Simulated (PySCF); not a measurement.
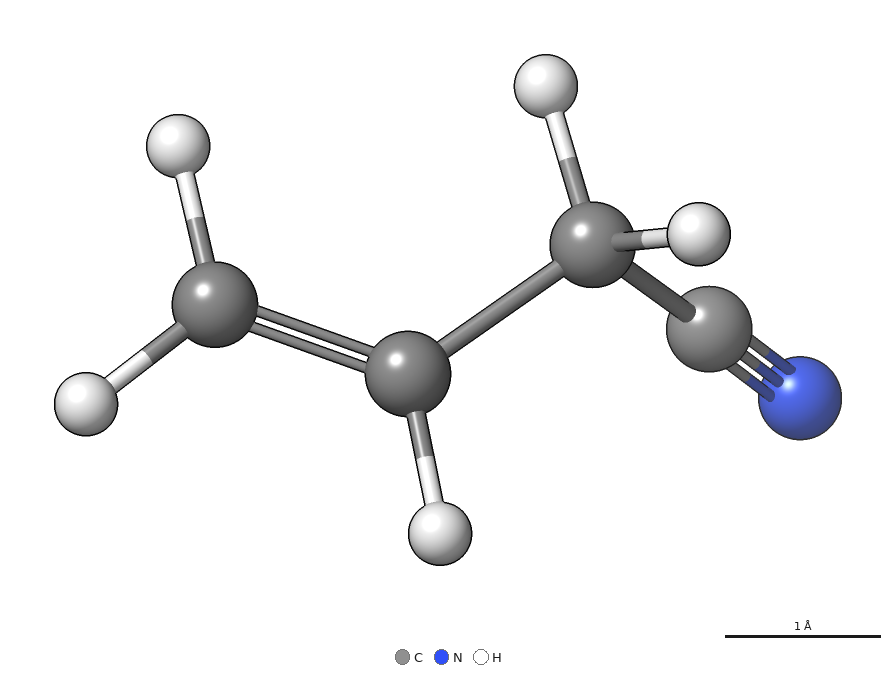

Computed geometry: PBE0-D3(BJ)/def2-SVP optimisation. No frequency run is at hand to confirm it as a minimum.

What does the picture show?

Formula C₄H₅N. Its SMILES string is `C=CCC#N`. It has no ring. Among its groups: nitrile, alkene. This geometry has C1 symmetry. Coordination: 2 C trigonal planar; 1 C tetrahedral; 1 C linear.

More results for the same structure follow; atom numbers are the same in all pictures, views and colours differ.

## Levels of theory compared

No frequency run is at hand to confirm it as a minimum. Program: PySCF 2.14.0.

At this fixed geometry, give HOMO–LUMO gap (eV) at these levels: BHandHLYP/aug-pcX-1 (pcseg-1 on H); PBE0/pcSseg-1 in acetonitrile (IEF-PCM); PBE0/pcSseg-1 in methanol (IEF-PCM); ωB97X-D/def2-SVPD; ωB97X-D/def2-SVPD in acetonitrile (IEF-PCM); ωB97X-D/def2-SVPD in methanol (IEF-PCM).

| level | HOMO–LUMO gap (eV) |
| --- | --- |
| BHandHLYP/aug-pcX-1 (pcseg-1 on H) | 9.61 |
| PBE0/pcSseg-1 in acetonitrile (IEF-PCM) | 7.79 |
| PBE0/pcSseg-1 in methanol (IEF-PCM) | 7.79 |
| ωB97X-D/def2-SVPD | 11.49 |
| ωB97X-D/def2-SVPD in acetonitrile (IEF-PCM) | 11.44 |
| ωB97X-D/def2-SVPD in methanol (IEF-PCM) | 11.44 |

## NMR shielding

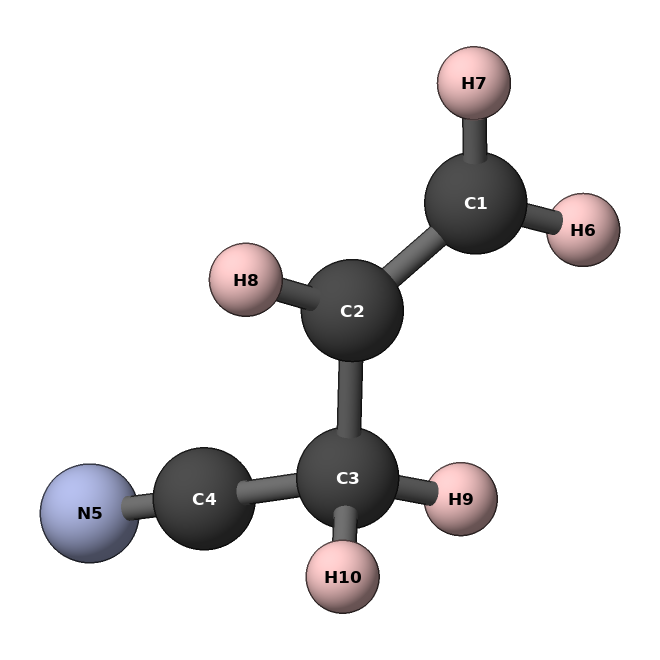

The questions are on isotropic NMR shieldings of the C atoms. No frequency run is at hand to confirm it as a minimum. Level of theory: GIAO PBE0/pcSseg-1 NMR shielding, non-relativistic, IEF-PCM methanol (PySCF 2.14.0).

> Which C atom is the most shielded (lowest chemical shift)?

C3 (160.8 ppm).

> Which C atom is the least shielded (highest chemical shift)?

C2 (47.5 ppm).

> How wide is the range of C shifts?

113.3 ppm.

List the isotropic NMR shieldings of the C atoms.

```tsv
atom	σ (ppm)
C1	53.7
C2	47.5
C3	160.8
C4	56.3
```

## Quadrupole coupling

No frequency run is at hand to confirm it as a minimum. Electric field gradients from the ground-state density, PBE0/pcSseg-1 in acetonitrile (IEF-PCM) (PySCF 2.14.0), non-relativistic apart from any core potentials.

Give the largest field-gradient component, the quadrupole coupling constant and the asymmetry for 14N at N5 (Q = 20.44 mb), 2H at H6 (Q = 2.86 mb), 2H at H7 (Q = 2.86 mb), 2H at H8 (Q = 2.86 mb), 2H at H9 (Q = 2.86 mb).

| atom | V_zz (a.u.) | e²qQ/h (MHz) | η |
| --- | --- | --- | --- |
| N5 | −0.852 | −4.09 | 0.06 |
| H6 | 0.300 | 0.202 | 0.06 |
| H7 | 0.305 | 0.205 | 0.05 |
| H8 | 0.295 | 0.198 | 0.08 |
| H9 | 0.278 | 0.187 | 0.05 |

## Excitation

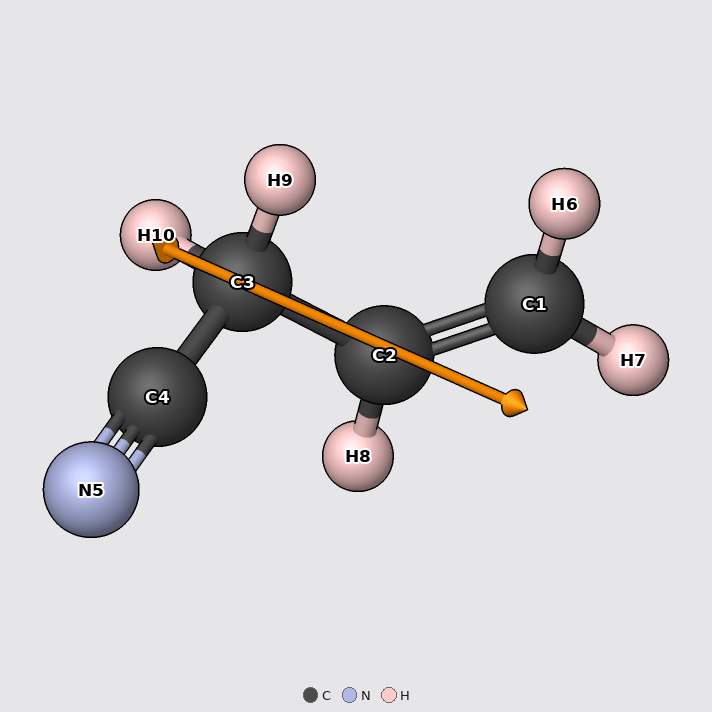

The double arrow shows the direction of the transition dipole to excited singlet state 3 (its length means nothing). No frequency run is at hand to confirm it as a minimum. Method: TDDFT ωB97X-D/def2-SVPD, vertical, IEF-PCM methanol (non-equilibrium linear response), core orbitals frozen in the response (PySCF 2.14.0).

> Where does the transition lie, and how strong is it?

7.84 eV (158 nm), oscillator strength 0.063, mainly HOMO → LUMO+1 (weight 0.72); transition dipole 1.46 D.
